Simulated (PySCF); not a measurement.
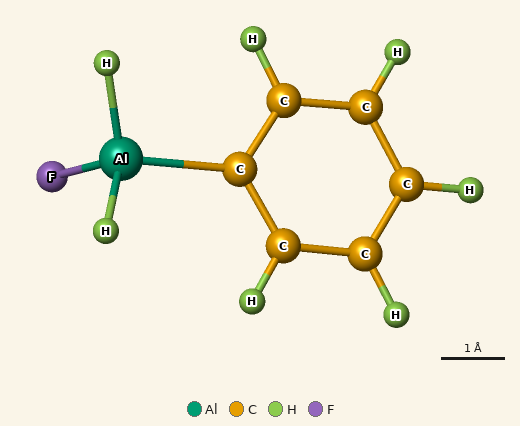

*The structure as given in the input (ball-and-stick view, seen at a tilt). Sticks mark near contacts.*

**C6H7AlF (charge −1): NMR shielding calculation**

C6H7AlF, charge −1, SMILES [F][AlH2-][c]1ccccc1, computed with GIAO PBE0/pcSseg-1 NMR shielding, non-relativistic, gas phase (PySCF 2.14.0).

The geometry comes from this level: PBE0-D3(BJ)/ma-def2-SVP. Figures and captions count atoms from 1; the log counts them from 0 in places.

Input file:
```
{"job": {"kind": "nmr", "xc": "PBE0", "basis": "pcSseg-1", "pop": false}, "charge": -1, "multiplicity": 1}
Al     2.758887    -0.374311    -0.358115
C      0.754075    -0.130442    -0.162037
C      0.102379     1.054933    -0.552291
C     -1.278851     1.232465    -0.428129
C     -2.067942     0.211511     0.105213
C     -1.457598    -0.977272     0.510091
C     -0.074646    -1.132988     0.376665
H      3.472362     1.099453    -0.297804
H      3.278864    -1.412556     0.797641
H      0.699188     1.875171    -0.969672
H     -1.743936     2.171805    -0.746915
H     -3.150180     0.341897     0.206202
H     -2.064194    -1.785391     0.933479
H      0.379229    -2.075042     0.707907
F      3.076555    -1.082242    -1.922121
```

The first line tells a small driver script what to run in PySCF; the rest is the geometry in Å.

Launched with:
```bash
OMP_NUM_THREADS=1 python <driver script> task.json out
```

The program's output:
```
coarse grid: 13568 points
cycle   1  E = -574.5415817237  dE =  7.616e-01  |g| = 7.300e-01  |ddm| = 3.733e+00
cycle   2  E = -574.4342397557  dE =  1.073e-01  |g| = 1.125e+00  |ddm| = 2.035e+00
cycle   3  E = -574.6576345250  dE = -2.234e-01  |g| = 9.741e-02  |ddm| = 1.220e+00
cycle   4  E = -574.6595259627  dE = -1.891e-03  |g| = 4.485e-02  |ddm| = 1.258e-01
cycle   5  E = -574.6599870586  dE = -4.611e-04  |g| = 1.449e-02  |ddm| = 5.988e-02
cycle   6  E = -574.6600379080  dE = -5.085e-05  |g| = 6.607e-03  |ddm| = 2.274e-02
cycle   7  E = -574.6600495003  dE = -1.159e-05  |g| = 7.214e-04  |ddm| = 6.837e-03
cycle   8  E = -574.6600495993  dE = -9.905e-08  |g| = 3.015e-04  |ddm| = 8.289e-04
final grid: 128352 points
cycle   9  E = -574.7124243083  dE = -2.495e-05  |g| = 6.409e-03  |ddm| = 4.056e-02
cycle  10  E = -574.7124220338  dE =  2.274e-06  |g| = 7.150e-03  |ddm| = 1.531e-02
cycle  11  E = -574.7124355225  dE = -1.349e-05  |g| = 3.774e-04  |ddm| = 7.753e-03
cycle  12  E = -574.7124355423  dE = -1.978e-08  |g| = 1.832e-04  |ddm| = 4.361e-04
cycle  13  E = -574.7124355485  dE = -6.187e-09  |g| = 4.842e-05  |ddm| = 1.949e-04
cycle  14  E = -574.7124355489  dE = -4.633e-10  |g| = 2.204e-05  |ddm| = 6.949e-05
```

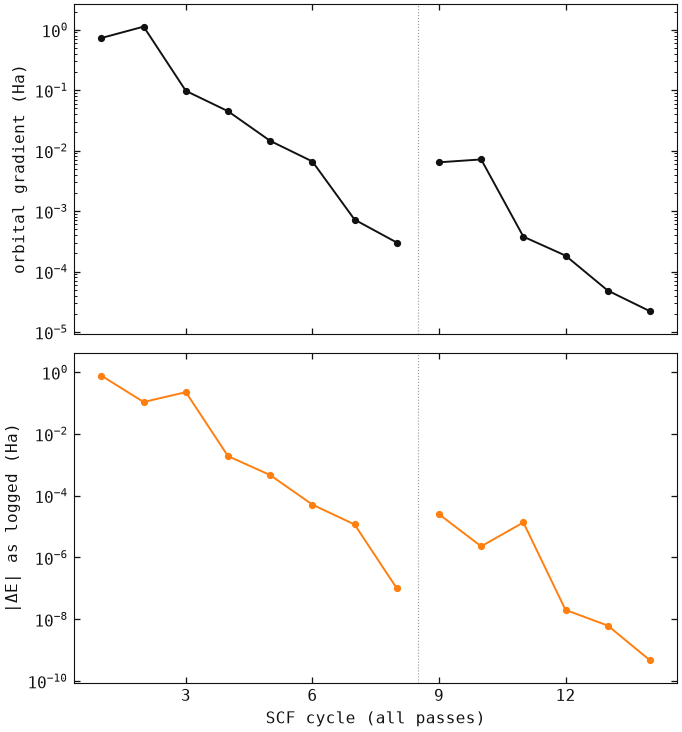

*Convergence of the self-consistent field: orbital gradient and size of the energy change against the SCF cycle. The dotted line marks the change from a coarse to the final integration grid.*

The first 8 cycles use a coarse grid, the final grid takes over at cycle 9, and the field converges after 14 cycles in all.

```
converged SCF energy = -574.7124355489

GIAO shielding tensors (ppm)
atom      isotropic    diamagn.    paramagn.     s11        s22        s33       span
  0 Al     441.328     792.816    -351.488    427.038    438.817    458.128     31.089
  1 C       12.705     250.944    -238.239   -100.925    -67.036    206.077    307.002
  2 C       39.317     251.901    -212.583    -79.960     32.467    165.446    245.406
  3 C       55.660     254.182    -198.522    -57.802     55.638    169.143    226.945
  4 C       58.234     254.110    -195.876    -51.796     55.041    171.457    223.253
  5 C       55.665     254.176    -198.511    -57.791     55.648    169.138    226.930
  6 C       39.339     251.908    -212.569    -79.949     32.507    165.459    245.408
  7 H       26.878      29.065      -2.187     24.101     25.677     30.855      6.754
  8 H       26.877      29.063      -2.186     24.118     25.654     30.860      6.742
  9 H       23.362      31.774      -8.412     19.744     22.239     28.103      8.359
 10 H       24.390      31.020      -6.630     21.278     24.518     27.375      6.097
 11 H       24.555      30.617      -6.062     21.395     25.106     27.163      5.767
 12 H       24.391      31.017      -6.627     21.277     24.519     27.376      6.099
 13 H       23.365      31.770      -8.404     19.746     22.240     28.110      8.364
 14 F      388.944     470.224     -81.281    347.646    396.832    422.353     74.707
```

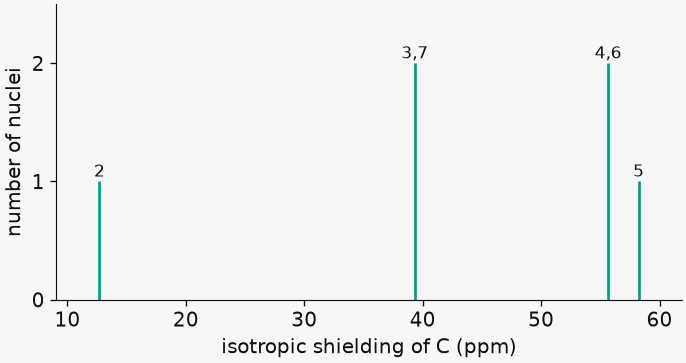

*Isotropic shieldings of the carbon nuclei in this fixed geometry, labelled by atom number; shielding grows to the right, so chemical shift grows to the left.*

The least shielded is C2 (12.7 ppm), the most shielded C5 (58.2 ppm).

Key numbers:

| quantity | value |
| --- | --- |
| outcome | converged |
| total energy | −574.712436 hartree |
| HOMO | −2.73 eV |
| LUMO | 3.42 eV |
| isotropic shielding, Al | 441.3 ppm |
| isotropic shielding, C | 12.7 to 58.2 ppm |
| isotropic shielding, H | 23.4 to 26.9 ppm |
| isotropic shielding, F | 388.9 ppm |
| hardware | 1 CPU thread, shared host |
| wall time | 18 s |
| peak memory | 1 GiB |
